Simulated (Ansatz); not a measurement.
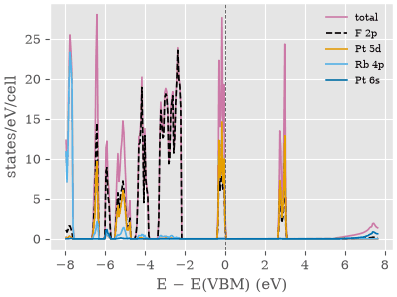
Figure. Total and projected density of states of Rb$_{2}$PtF$_{6}$ in space group P-3m1 (No. 164; Rb on 2d, Pt on 1a, F on 6i), plane-wave PAW LDA (Ansatz code)

**Question.** Which orbitals carry the states next to the gap?

**Answer.** Top 1 eV of the valence band: Pt 5d 53 %, F 2p 45 %. Bottom 1 eV of the conduction band: Pt 5d 53 %, F 2p 41 %. Projections are on Löwdin-orthogonalised atomic valence shells; empty p or d shells of many metals are not among them.

**Question.** Where is the tallest occupied peak in this window, and what makes it?

**Answer.** Near -6.4 eV, about 28 states/eV per cell; the largest projected share is F 2p.

The first step of the workflow began from a Materials Project structure, measured or hypothetical; the Crystallography Open Database copy checked does not list it. Whether it is the stable phase at ambient conditions was not checked. The cell was relaxed with LDA under the symmetry of its start; phonons on a q-mesh show no instability. No spin polarisation was allowed. Spin–orbit coupling is left out wherever it is not named.

Potentials: the later of the program's two PAW sets.
